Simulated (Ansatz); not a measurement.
# YGe6: a trial structure relaxed

Aim: relax a trial structure of YGe6 and see where it ends.

Method: DFT PBE, scalar-relativistic, plane waves, PAW, in Ansatz 0.2.0.

## (1) The structure to begin with

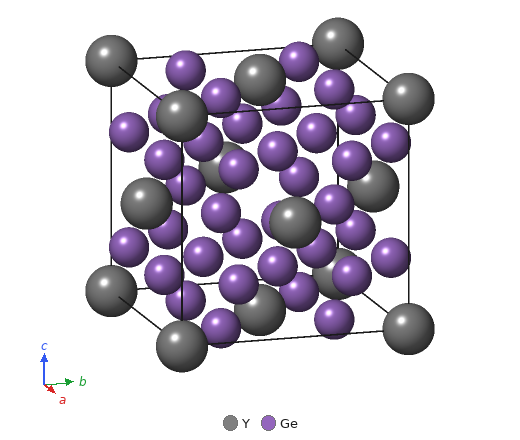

Start, viewed slightly off an axis; yttrium grey, germanium purple. Atoms on the faces are drawn again on the opposite ones. The cell drawn here is the conventional one.

Coordinates:

```cif
data_structure
_symmetry_space_group_name_H-M 'Fm-3m'
_symmetry_Int_Tables_number 225
_cell_length_a 8.3593
_cell_length_b 8.3593
_cell_length_c 8.3593
_cell_angle_alpha 90.000
_cell_angle_beta 90.000
_cell_angle_gamma 90.000
_cell_volume 584.13
loop_
_atom_site_label
_atom_site_type_symbol
_atom_site_symmetry_multiplicity
_atom_site_Wyckoff_symbol
_atom_site_fract_x
_atom_site_fract_y
_atom_site_fract_z
_atom_site_occupancy
Y1 Y 4 a 0.00000 0.00000 0.00000 1
Ge1 Ge 24 d 0.25000 0.75000 0.00000 1
```

The cell is invented: species swapped into a database cell of Zn6Mo (Fm-3m, No. 225), with Ge on the Zn sites and Y on the Mo sites. The dimensions are guesses.

## (2) A first look at the guess

input.yaml

```yaml
crystal:
  lattice:
    - [0.0, 4.17965346, 4.17965346]
    - [4.17965346, 0.0, 4.17965346]
    - [4.17965346, 4.17965346, 0.0]
  atoms:
    - { symbol: "Y", position: [0.0, 0.0, 0.0] }
    - { symbol: Ge, position: [0.5, 0.5, 0.0] }
    - { symbol: Ge, position: [0.5, 0.0, 0.5] }
    - { symbol: Ge, position: [0.0, 0.0, 0.5] }
    - { symbol: Ge, position: [0.0, 0.5, 0.0] }
    - { symbol: Ge, position: [0.0, 0.5, 0.5] }
    - { symbol: Ge, position: [0.5, 0.0, 0.0] }
basis:
  ecutwfc: 420
kpoints:
  mp_grid: { grid: [4, 4, 4] }
hamiltonian:
  xc: pbe
scf:
  occupations: { method: gaussian, width: 0.1 }
  lower_state_search: "off"
output:
  forces: true
  stress: true
  eigenvalues: true
```

Run with:

```console
$ ansatz run input.yaml --threads 1 --pin off --max-ram 2048MiB --backend cpu --events-out ev --progress --plain --runs-dir out
```

Standard output, cut to the lines that bear on the results:

```text
Warning: RAYON_NUM_THREADS=1 ignored (pool sized by the plan → 1); use --threads N
[...]
Pseudopotentials: kind: paw
Pseudopotential: Y, paw, valence charge 11, recommended cutoff 420 eV (normal), Y.paw.azcp
Pseudopotential: Ge, paw, valence charge 14, recommended cutoff 420 eV (normal), Ge.paw.azcp
Functional definition: PBE
[...]
Crystal: 7 atoms, lattice volume = 146.033 Å³
Basis set: ecut = 420 eV, 2837 PW (Γ), exchange–correlation on 80×80×80 points (8 copies of the dense FFT grid, shifted against one another)
Bands: 57, of which v1, the nominal top of the filled ones, is band 48 counted from 1 (47 counted from 0)
Symmetry: 48 space group operations
Space group: Fm-3m (ITA 225), of the structure as read, at distance tolerance 5.3e-5 Å
k-points: 8 of 64
[...]
SCF iter   1: F=—  HF=-29618.901118 eV  |F-HF|=—  |Δ(HF+E_count)|=         —  Δρ=3.44e-3  dr2=4.84e-2  ethr=1.77e-3  ⟨swp⟩=6.8  Hψ=1520  notcnv=0
[...]
SCF iter   6: F=-29618.891298 eV  HF=-29618.891298 eV  |F-HF|=3.22e-8  |Δ(HF+E_count)|=   5.00e-7  Δρ=5.45e-6  dr2=5.16e-8  ethr=1.05e-10  ⟨swp⟩=8.6  Hψ=1683  notcnv=0
[...]
SCF converged after 6 iterations
Free energy (F): -29618.891298 eV
[...]
E sigma→0 (E₀):  -29618.883948 eV
Entropy (-TS):   -0.014700 eV (-2.100 meV/atom)
Fermi energy:    10.393278 eV
[...]
--- Forces (eV/Å), atoms counted from 1 ---
  atom   1  Y     -0.00000000     0.00000000    -0.00000000
  atom   2  Ge     0.00000000    -0.00000000     0.00000000
  atom   3  Ge     0.00000000    -0.00000000     0.00000000
  atom   4  Ge     0.00000000    -0.00000000     0.00000000
  atom   5  Ge     0.00000000    -0.00000000    -0.00000000
  atom   6  Ge     0.00000000    -0.00000000     0.00000000
  atom   7  Ge     0.00000000    -0.00000000    -0.00000000
[...]
--- Stress (GPa, compression-positive) ---
        1.650541      -0.000000       0.000000
       -0.000000       1.650541       0.000000
        0.000000      -0.000000       1.650541
  P = ⅓ Tr σ = 1.6505 GPa (16.505 kbar)
--- Band table (eV; the first three rows and the last of 8) ---
[...]
```

It took 4.5 s on 1 thread of Arm Neoverse V1, shared host; peak memory 0.41 GiB.

From the probe: pressure 1.7 GPa, largest force 0.00 eV/Å, gap on this mesh none (metal). The coarse relaxation is skipped.

## (3) Relaxation on the finer mesh

Edit input.yaml of step 2 so:

```diff
@@ -16,3 +16,3 @@
 kpoints:
-  mp_grid: { grid: [4, 4, 4] }
+  mp_grid: { grid: [8, 8, 8] }
 hamiltonian:
@@ -21,3 +21,2 @@
   occupations: { method: gaussian, width: 0.1 }
-  lower_state_search: "off"
 output:
@@ -26 +25,6 @@
   eigenvalues: true
+relax:
+  adjacent_minimum: "off"
+  f_tol: 0.01
+  max_steps: 80
+  cell: { stress_tol: 0.05 }
```

Run with:

```console
$ ansatz run input.yaml --threads 1 --pin off --max-ram 2048MiB --backend cpu --events-out ev --progress --plain --runs-dir out
```

Standard output:

```text
Warning: RAYON_NUM_THREADS=1 ignored (pool sized by the plan → 1); use --threads N
Engine: ansatz 0.2.0, aarch64-unknown-linux-gnu
[... 4 set-up lines as earlier in the session ...]
  parameter kappa = 0.804
  parameter beta = 0.06672455060314922
  exchange = pbe_x(kappa = kappa, mu = beta*pi^2/3)
  correlation = pbe_c(beta = beta)
Crystal: 7 atoms, lattice volume = 146.033 Å³
Basis set: ecut = 420 eV, 2837 PW (Γ), exchange–correlation on 80×80×80 points (8 copies of the dense FFT grid, shifted against one another)
Bands: 57, of which v1, the nominal top of the filled ones, is band 48 counted from 1 (47 counted from 0)
[... 2 set-up lines as earlier in the session ...]
k-points: 29 of 512
Non-local potential: Y, projectors of the file, l = 0: 3, l = 1: 2, l = 2: 2, l = 3: 1
Non-local potential: Ge, projectors of the file, l = 0: 2, l = 1: 2, l = 2: 3, l = 3: 1
PAW form: soft (Blöchl's): semilocal exchange-correlation on the pseudo side does not see the compensation charge
PAW one-centre angular grid: Y, 590 points (default); XC on 64 Gauss nodes
PAW one-centre angular grid: Ge, 590 points (default); XC on 64 Gauss nodes
Initial density: superposition of atomic densities (neutral atoms: chi_scale 0, normalization atom), corrected by the library's trained network
Initial wavefunctions: pseudopotential atomic-orbital guess
Functional: x = pbe(κ = 0.804, μ = 0.2195149727645171), c = pbe(β = 0.06672455060314922)
SCF iter   1: F=—  HF=-29618.957375 eV  |F-HF|=—  |Δ(HF+E_count)|=         —  Δρ=2.05e-3  dr2=1.40e-2  ethr=1.77e-3  ⟨swp⟩=5.9  Hψ=5614  notcnv=0  defer=2
preconditioner: auto → LDOS  [metal: Δε(μ)=0.094 eV  Ē_g=21.361 eV  σ=0.100 eV  W_gap=0.49  n_scr=50 (ndim 8)  ℏωp=29.6 eV  f_vac=0.031  D(μ)=2.54/eV (n_scr^D=14)  β→1.0]
SCF iter   2: F=—  HF=-29618.955217 eV  |F-HF|=—  |Δ(HF+E_count)|=   2.16e-3  Δρ=8.00e-4  dr2=2.00e-3  ethr=1.47e-5  ⟨swp⟩=2.1  Hψ=2423  notcnv=0  defer=2
SCF iter   3: F=—  HF=-29618.954762 eV  |F-HF|=—  |Δ(HF+E_count)|=   4.55e-4  Δρ=2.63e-4  dr2=1.22e-4  ethr=2.11e-6  ⟨swp⟩=2.0  Hψ=2921  notcnv=0  defer=2
SCF iter   4: F=—  HF=-29618.954705 eV  |F-HF|=—  |Δ(HF+E_count)|=   5.73e-5  Δρ=1.01e-4  dr2=1.36e-5  ethr=1.29e-7  ⟨swp⟩=2.0  Hψ=2915  notcnv=0  defer=2
SCF iter   5: F=—  HF=-29618.954716 eV  |F-HF|=—  |Δ(HF+E_count)|=   1.17e-5  Δρ=1.61e-5  dr2=5.83e-7  ethr=1.43e-8  ⟨swp⟩=2.0  Hψ=2915  notcnv=0  defer=2
SCF iter   6: F=-29618.954717 eV  HF=-29618.954717 eV  |F-HF|=9.20e-9  |Δ(HF+E_count)|=   4.53e-7  Δρ=3.62e-6  dr2=2.28e-8  ethr=1.05e-10  ⟨swp⟩=9.2  Hψ=6245  notcnv=0
SCF 1 converged in 6 iterations: F = -29618.954717 eV  dr2 = 2.28e-8
relax step   1: F+E_penalty+E_count = -29618.95471684 eV  Δ(F+E_penalty+E_count) = +0.000e0 eV  max|allowed force component| = 3.873e-29 eV/Å  Δτ_max = 0.0000 Å  P = +1.889 GPa  Ω = 146.033 Å³  (6 SCF iters, dr2 threshold 1.00e-7 eV, accepted)
Crystal: 7 atoms, lattice volume = 153.294 Å³
Basis set: ecut = 420 eV, 2975 PW (Γ), exchange–correlation on 80×80×80 points (8 copies of the dense FFT grid, shifted against one another)
Initial density: handed on by an earlier stage of this run
Initial wavefunctions: those handed on with the density
iter 1 solved again at ethr=5.40e-5 eV; its pass at ethr=3.10e-3 eV (dr2=5.13e-2 eV) is discarded
SCF iter   1: F=—  HF=-29618.977630 eV  |F-HF|=—  |Δ(HF+E_count)|=         —  Δρ=2.78e-3  dr2=5.13e-2  ethr=5.40e-5  ⟨swp⟩=1.0  Hψ=8224  notcnv=0
preconditioner: auto → LDOS  [metal: Δε(μ)=0.058 eV  Ē_g=21.239 eV  σ=0.100 eV  W_gap=0.31  n_scr=50 (ndim 8)  ℏωp=28.9 eV  f_vac=0.042  D(μ)=2.66/eV (n_scr^D=14)  β→1.0]
SCF iter   2: F=—  HF=-29618.965819 eV  |F-HF|=—  |Δ(HF+E_count)|=   1.18e-2  Δρ=1.31e-3  dr2=6.17e-3  ethr=5.40e-5  ⟨swp⟩=2.0  Hψ=2271  notcnv=0
SCF iter   3: F=—  HF=-29618.964418 eV  |F-HF|=—  |Δ(HF+E_count)|=   1.40e-3  Δρ=2.35e-4  dr2=9.68e-5  ethr=6.50e-6  ⟨swp⟩=3.0  Hψ=3116  notcnv=0
SCF iter   4: F=—  HF=-29618.964342 eV  |F-HF|=—  |Δ(HF+E_count)|=   7.53e-5  Δρ=1.22e-4  dr2=1.80e-5  ethr=1.02e-7  ⟨swp⟩=2.0  Hψ=3003  notcnv=0
SCF iter   5: F=—  HF=-29618.964329 eV  |F-HF|=—  |Δ(HF+E_count)|=   1.35e-5  Δρ=2.44e-5  dr2=1.29e-6  ethr=1.90e-8  ⟨swp⟩=2.0  Hψ=2998  notcnv=0
SCF iter   6: F=-29618.964329 eV  HF=-29618.964329 eV  |F-HF|=1.19e-8  |Δ(HF+E_count)|=   2.02e-7  Δρ=5.36e-6  dr2=5.85e-8  ethr=7.37e-10  ⟨swp⟩=5.6  Hψ=6003  notcnv=0
SCF 2 converged in 6 iterations: F = -29618.964329 eV  dr2 = 5.85e-8
relax step   2: F+E_penalty+E_count = -29618.96432894 eV  Δ(F+E_penalty+E_count) = -9.612e-3 eV  max|allowed force component| = 1.558e-28 eV/Å  Δτ_max = 0.0000 Å  P = -1.275 GPa  Ω = 153.294 Å³  energy of the carried Pulay correction = -1.233e-3 eV  (6 SCF iters, dr2 threshold 7.00e-7 eV, accepted)
Crystal: 7 atoms, lattice volume = 150.284 Å³
Basis set: ecut = 420 eV, 2891 PW (Γ), exchange–correlation on 80×80×80 points (8 copies of the dense FFT grid, shifted against one another)
iter 1 solved again at ethr=8.37e-6 eV; its pass at ethr=3.10e-3 eV (dr2=7.96e-3 eV) is discarded
SCF iter   1: F=—  HF=-29618.979685 eV  |F-HF|=—  |Δ(HF+E_count)|=         —  Δρ=1.12e-3  dr2=8.08e-3  ethr=8.37e-6  ⟨swp⟩=1.2  Hψ=7018  notcnv=0
preconditioner: auto → LDOS  [metal: Δε(μ)=0.072 eV  Ē_g=21.225 eV  σ=0.100 eV  W_gap=0.39  n_scr=50 (ndim 8)  ℏωp=29.2 eV  f_vac=0.036  D(μ)=2.60/eV (n_scr^D=14)  β→1.0]
SCF iter   2: F=—  HF=-29618.977939 eV  |F-HF|=—  |Δ(HF+E_count)|=   1.75e-3  Δρ=5.80e-4  dr2=1.37e-3  ethr=8.37e-6  ⟨swp⟩=2.0  Hψ=2057  notcnv=0
SCF iter   3: F=—  HF=-29618.977600 eV  |F-HF|=—  |Δ(HF+E_count)|=   3.39e-4  Δρ=9.02e-5  dr2=1.37e-5  ethr=1.44e-6  ⟨swp⟩=3.0  Hψ=3086  notcnv=0
SCF iter   4: F=—  HF=-29618.977584 eV  |F-HF|=—  |Δ(HF+E_count)|=   1.62e-5  Δρ=4.68e-5  dr2=2.68e-6  ethr=7.37e-10  ⟨swp⟩=7.6  Hψ=7702  notcnv=0
SCF iter   5: F=-29618.977582 eV  HF=-29618.977582 eV  |F-HF|=2.24e-8  |Δ(HF+E_count)|=   1.78e-6  Δρ=9.17e-6  dr2=1.85e-7  ethr=7.37e-10  ⟨swp⟩=5.0  Hψ=6727  notcnv=0
SCF 3 converged in 5 iterations: F = -29618.977582 eV  dr2 = 1.85e-7
relax step   3: F+E_penalty+E_count = -29618.97758201 eV  Δ(F+E_penalty+E_count) = -1.325e-2 eV  max|allowed force component| = 1.313e-28 eV/Å  Δτ_max = 0.0000 Å  P = -0.061 GPa  Ω = 150.284 Å³  energy of the carried Pulay correction = -7.292e-4 eV  (5 SCF iters, dr2 threshold 7.00e-7 eV, accepted)
Crystal: 7 atoms, lattice volume = 150.135 Å³
iter 1 solved again at ethr=2.01e-8 eV; its pass at ethr=3.10e-3 eV (dr2=1.91e-5 eV) is discarded
SCF iter   1: F=—  HF=-29618.977655 eV  |F-HF|=—  |Δ(HF+E_count)|=         —  Δρ=5.71e-5  dr2=2.07e-5  ethr=2.01e-8  ⟨swp⟩=2.0  Hψ=5949  notcnv=0
preconditioner: auto → LDOS  [metal: Δε(μ)=0.076 eV  Ē_g=21.247 eV  σ=0.100 eV  W_gap=0.41  n_scr=50 (ndim 8)  ℏωp=29.2 eV  f_vac=0.036  D(μ)=2.59/eV (n_scr^D=14)  β→1.0]
SCF iter   2: F=—  HF=-29618.977634 eV  |F-HF|=—  |Δ(HF+E_count)|=   2.16e-5  Δρ=2.76e-5  dr2=2.99e-6  ethr=2.01e-8  ⟨swp⟩=2.0  Hψ=2032  notcnv=0
SCF iter   3: F=—  HF=-29618.977635 eV  |F-HF|=—  |Δ(HF+E_count)|=   1.01e-6  Δρ=3.77e-6  dr2=4.33e-8  ethr=3.14e-9  ⟨swp⟩=2.0  Hψ=2054  notcnv=0
SCF iter   4: F=-29618.977635 eV  HF=-29618.977635 eV  |F-HF|=1.04e-8  |Δ(HF+E_count)|=   1.62e-8  Δρ=2.01e-6  dr2=4.86e-9  ethr=9.80e-12  ⟨swp⟩=4.0  Hψ=5301  notcnv=0
SCF 4 converged in 4 iterations: F = -29618.977635 eV  dr2 = 4.86e-9
relax step   4: F+E_penalty+E_count = -29618.97763453 eV  Δ(F+E_penalty+E_count) = -5.251e-5 eV  max|allowed force component| = 1.585e-29 eV/Å  Δτ_max = 0.0000 Å  P = +0.002 GPa  Ω = 150.135 Å³  energy of the carried Pulay correction = -7.041e-4 eV  (4 SCF iters, dr2 threshold 9.31e-9 eV, accepted)
Initial wavefunctions: pseudopotential atomic-orbital guess (no wavefunctions were taken with the density)
iter 1 solved again at ethr=3.89e-8 eV; its pass at ethr=3.10e-3 eV (dr2=3.69e-5 eV) is discarded
SCF iter   1: F=—  HF=-29618.965035 eV  |F-HF|=—  |Δ(HF+E_count)|=         —  Δρ=8.45e-4  dr2=3.37e-5  ethr=3.89e-8  ⟨swp⟩=3.6  Hψ=10410  notcnv=0
preconditioner: auto → LDOS  [metal: Δε(μ)=0.078 eV  Ē_g=21.249 eV  σ=0.100 eV  W_gap=0.42  n_scr=50 (ndim 8)  ℏωp=29.2 eV  f_vac=0.036  D(μ)=2.58/eV (n_scr^D=14)  β→1.0]
SCF iter   2: F=—  HF=-29618.978343 eV  |F-HF|=—  |Δ(HF+E_count)|=   1.33e-2  Δρ=4.10e-5  dr2=1.03e-5  ethr=3.55e-8  ⟨swp⟩=3.0  Hψ=2169  notcnv=0
SCF iter   3: F=—  HF=-29618.978335 eV  |F-HF|=—  |Δ(HF+E_count)|=   7.64e-6  Δρ=2.39e-5  dr2=9.22e-7  ethr=1.08e-8  ⟨swp⟩=2.0  Hψ=2044  notcnv=0
SCF iter   4: F=—  HF=-29618.978342 eV  |F-HF|=—  |Δ(HF+E_count)|=   7.19e-6  Δρ=5.78e-6  dr2=9.84e-8  ethr=9.71e-10  ⟨swp⟩=2.8  Hψ=2817  notcnv=0
SCF iter   5: F=—  HF=-29618.978342 eV  |F-HF|=—  |Δ(HF+E_count)|=   5.84e-8  Δρ=3.74e-6  dr2=1.58e-8  ethr=1.04e-10  ⟨swp⟩=2.0  Hψ=3004  notcnv=0
SCF iter   6: F=—  HF=-29618.978342 eV  |F-HF|=—  |Δ(HF+E_count)|=   1.72e-8  Δρ=3.26e-7  dr2=1.27e-10  ethr=1.67e-11  ⟨swp⟩=2.0  Hψ=3001  notcnv=0
SCF iter   7: F=-29618.978342 eV  HF=-29618.978342 eV  |F-HF|=1.82e-11  |Δ(HF+E_count)|=  2.18e-10  Δρ=8.73e-8  dr2=6.85e-12  ethr=1.00e-12  ⟨swp⟩=4.4  Hψ=5129  notcnv=0
SCF 5 converged in 7 iterations: F = -29618.978342 eV  dr2 = 6.85e-12
relax step   5: F+E_penalty+E_count = -29618.97834210 eV  Δ(F+E_penalty+E_count) = -7.076e-4 eV  max|allowed force component| = 2.447e-29 eV/Å  Δτ_max = 0.0000 Å  P = +0.002 GPa  Ω = 150.135 Å³  stress off target by 1.98e-3 GPa  SCF on the basis re-selected at this cell (its energy is not comparable with the rows above)  (7 SCF iters)
basis re-selected at this cell: Δ(F+E_penalty+E_count) = -7.076e-4 eV, ΔP = -0.000 GPa vs the last step (what re-selecting the basis moved, of the pressure what is left beyond the Pulay correction that the steps carried, after the strain that the cell walked since its last selection, with what the two solves' SCF thresholds leave and, on support functions, any second-order correction that the steps lacked; it is no measure of the basis error at this ecutwfc). This SCF's stress stands 1.98e-3 GPa from its target on what of the cell is left free (relax.cell.stress_tol is 5.00e-2 GPa) and its largest allowed force component is 2.45e-29 eV/Å (relax.f_tol is 1.00e-2 eV/Å): within both
SCF converged after 7 iterations
Free energy (F): -29618.978342 eV
Harris-Foulkes:  -29618.978342 eV  (|F-HF|=1.82e-11)
Internal energy: -29618.965408 eV  (E = F + TS)
E sigma→0 (E₀):  -29618.971875 eV
Entropy (-TS):   -0.012934 eV (-1.848 meV/atom)
Fermi energy:    9.908918 eV
--- Per-component energies (eV) ---
  E_band       = -868.472519
  E_kinetic    = 969.217726
  E_local      = -14408.259255  (includes V_loc(G=0)·N_el)
  E_nonlocal   = 2543.670135
  E_hartree    = 6256.280118
  E_xc         = -627.589042
  E_vxc        = -587.274788  (∫ρ·V_xc dr)
  E_paw        = -14926.934932  (= ΣΔE_a)
  E_vpaw       = -1898.388772  (= ΣTr[D̂ρ^β])
  E_aug_tail   = 0.002109  (compensation charges beyond the density's cutoff)
  E_ewald      = -9425.352269
  E_smearing   = -0.012934  (= −TS)
  E_closure    = -0.000000  (closes the sum)
  Σ components = -29618.978342   (vs F -29618.978342, Δ=0.00e0)
--- Forces (eV/Å), atoms counted from 1 ---
  atom   1  Y     -0.00000000     0.00000000    -0.00000000
  atom   2  Ge     0.00000000    -0.00000000    -0.00000000
  atom   3  Ge     0.00000000     0.00000000    -0.00000000
  atom   4  Ge     0.00000000    -0.00000000    -0.00000000
  atom   5  Ge     0.00000000    -0.00000000     0.00000000
  atom   6  Ge     0.00000000    -0.00000000    -0.00000000
  atom   7  Ge     0.00000000    -0.00000000     0.00000000
  max |Σ_I F_I| component: 9.95e-29 eV/Å
--- Stress (GPa, compression-positive) ---
        0.001984       0.000000       0.000000
        0.000000       0.001984       0.000000
        0.000000       0.000000       0.001984
  P = ⅓ Tr σ = 0.0020 GPa (0.020 kbar)
--- Band table (eV; the first three rows and the last of 29) ---
  k-point 0: bands = ["-32.2051", "-14.5804", "-14.5804", "-14.5804", "-14.5771", "-14.5436", "-14.5436", "-14.5436", "-14.5262", "-14.5262", "-14.5262", "-14.5131", "-14.5053", "-14.5053", "-14.4893", "-14.4893", "-14.4893", "-14.4889", "-14.4889", "-14.4714", "-14.4714", "-14.4714", "-14.4560", "-14.4560", "-14.4410", "-14.4410", "-14.4410", "-14.4203", "-14.4169", "-14.4169", "-14.4169", "-12.3446", "-12.3446", "-12.3446", "-1.9268", "2.1745", "2.1745", "2.1745", "4.4899", "4.4899", "4.6010", "6.6293", "6.6293", "6.6293", "7.1577", "7.1577", "7.1577", "12.4801", "12.7718", "12.8065", "12.8065", "12.8065", "13.1257", "13.1257", "13.1383", "13.1383", "13.1383"]
  k-point 1: bands = ["-32.2050", "-14.5790", "-14.5775", "-14.5775", "-14.5746", "-14.5443", "-14.5409", "-14.5409", "-14.5261", "-14.5261", "-14.5226", "-14.5136", "-14.5042", "-14.5042", "-14.4923", "-14.4898", "-14.4898", "-14.4887", "-14.4887", "-14.4749", "-14.4713", "-14.4713", "-14.4572", "-14.4572", "-14.4440", "-14.4440", "-14.4419", "-14.4225", "-14.4204", "-14.4204", "-14.4174", "-12.3432", "-12.3432", "-12.3411", "-1.8296", "1.7931", "2.2171", "2.2171", "4.2489", "4.2489", "4.9608", "6.6113", "6.7309", "6.7309", "7.0553", "7.5653", "7.5653", "11.6388", "11.6388", "12.7420", "12.9009", "13.0480", "13.1491", "13.1491", "13.3585", "14.2572", "14.2572"]
  k-point 2: bands = ["-32.2049", "-14.5759", "-14.5695", "-14.5695", "-14.5673", "-14.5463", "-14.5356", "-14.5356", "-14.5247", "-14.5247", "-14.5157", "-14.5126", "-14.5013", "-14.5013", "-14.5000", "-14.4920", "-14.4920", "-14.4865", "-14.4865", "-14.4825", "-14.4709", "-14.4709", "-14.4606", "-14.4606", "-14.4522", "-14.4522", "-14.4462", "-14.4298", "-14.4298", "-14.4280", "-14.4179", "-12.3398", "-12.3398", "-12.3328", "-1.5442", "1.0452", "2.3438", "2.3438", "3.7736", "3.7736", "5.4082", "6.4138", "7.0312", "7.0312", "7.3685", "8.5298", "8.5298", "10.4308", "10.4308", "12.9371", "13.1768", "13.1908", "13.1908", "13.4501", "13.8312", "14.4436", "14.4436"]
  k-point 28: bands = ["-32.2047", "-14.5669", "-14.5441", "-14.5433", "-14.5433", "-14.5363", "-14.5262", "-14.5262", "-14.5254", "-14.5117", "-14.5101", "-14.5101", "-14.5090", "-14.4991", "-14.4991", "-14.4988", "-14.4960", "-14.4934", "-14.4934", "-14.4883", "-14.4768", "-14.4768", "-14.4748", "-14.4621", "-14.4608", "-14.4608", "-14.4596", "-14.4539", "-14.4467", "-14.4467", "-14.4345", "-12.3286", "-12.3245", "-12.3245", "0.0400", "0.0400", "1.1160", "1.3668", "3.4991", "3.4991", "6.8498", "7.1648", "7.5173", "8.6716", "8.6716", "9.0115", "9.7686", "9.7686", "10.0595", "10.6552", "11.9848", "12.1029", "12.1029", "13.0297", "13.1691", "14.1919", "14.3220"]
--- Relaxed structure (4 steps of the walk, 4 accepted, 1 SCFs on fresh bases) ---
  F+E_penalty+E_count = -29618.97834210 eV   max|allowed force component| = 2.447e-29 eV/Å   (the final SCF, on the basis selected at the relaxed cell)
  cell:  # Å, volume = 150.1354 Å³
    - [-5.190910258512382e-34, 4.218431626720971, 4.218431626720971]
    - [4.218431626720971, -2.706916392475782e-34, 4.218431626720971]
    - [4.218431626720971, 4.218431626720971, 3.1846075205597433e-35]
  atoms:
    - { symbol: Y, position: [2.5113576751681328e-36, 2.3399339417844618e-36, -2.9570593786737036e-36] }
    - { symbol: Ge, position: [0.5, 0.5, 0.0] }
    - { symbol: Ge, position: [0.5, 0.0, 0.5] }
    - { symbol: Ge, position: [1.9130308155828702e-36, 1.9130308155828702e-36, 0.5] }
    - { symbol: Ge, position: [0.0, 0.5, 0.0] }
    - { symbol: Ge, position: [0.0, 0.5, 0.5] }
    - { symbol: Ge, position: [0.5, 0.0, 0.0] }
```

Wall time 80 s (1 thread of Arm Neoverse V1, shared host); peak memory 0.51 GiB.

Step by step:

```csv
step,E - E(step 1) (eV/cell),largest force component (eV/Å),pressure (GPa),volume (Å³)
1,0.0000,0.0000,1.89,146.03
2,-0.0096,0.0000,-1.27,153.29
3,-0.0229,0.0000,-0.06,150.28
4,-0.0229,0.0000,0.00,150.14
5,-0.0236,0.0000,0.00,150.14
```

Step 1 is the start. Step 5 repeats the geometry before it on a plane-wave basis chosen anew for that cell, so its energy need not be comparable with the rows above.

Lengths and angles in the start's conventional setting:

|  | before | after | change |
| --- | --- | --- | --- |
| a (Å) | 8.359 | 8.437 | +0.9 % |
| b (Å) | 8.359 | 8.437 | +0.9 % |
| c (Å) | 8.359 | 8.437 | +0.9 % |
| volume (Å³/atom) | 20.86 | 21.45 | +2.8 % |
| shortest distance (Å) | 2.955 | 2.983 | +0.9 % |
| space group (0.01 Å) | Fm-3m | Fm-3m | same |

The run keeps the 48 symmetry operations of the start, so it could not have lowered the symmetry.

## (4) Outcome

| quantity | value |
| --- | --- |
| symmetry at the end (tolerance 0.05 Å) | space group Fm-3m (No. 225) |
| conventional cell | a = 8.437 Å, b = 8.437 Å, c = 8.437 Å, α = 90.00°, β = 90.00°, γ = 90.00° |
| volume | 21.45 Å³/atom |
| energy over the elements | -0.06 eV/atom |
| gap on the mesh | none (metal) |

In words: The space group Fm-3m (No. 225) is kept, and the volume per atom grows by 2.8 % from the first guess. A negative formation energy is needed for stability but isn't enough; other structures and compounds were not set against it here. No finished test with a distortion of lower symmetry is shown, so the end may be a saddle point.
